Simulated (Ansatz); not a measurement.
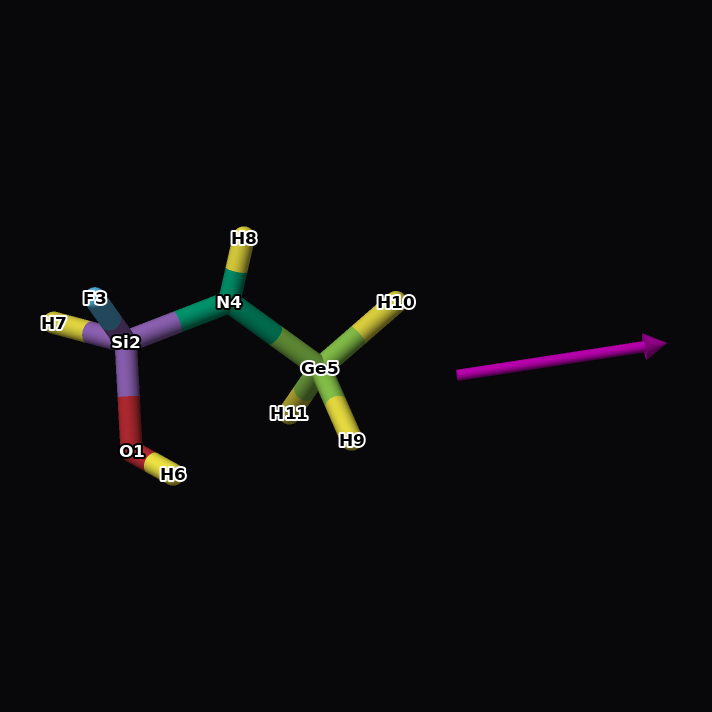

The arrow beside the molecule shows the direction of the dipole moment, from the negative to the positive end (its length means nothing). The computed structure is the end point of a PBE-D4/def2-SVP optimisation. No frequency run is at hand to confirm it as a minimum. Method: RKS PBE-D4/def2-SVP (Ansatz 0.2.0).

> Estimate the dipole moment.

2.08 D; it points from the side of H7 to the side of H10 (the outermost atoms at the two ends).
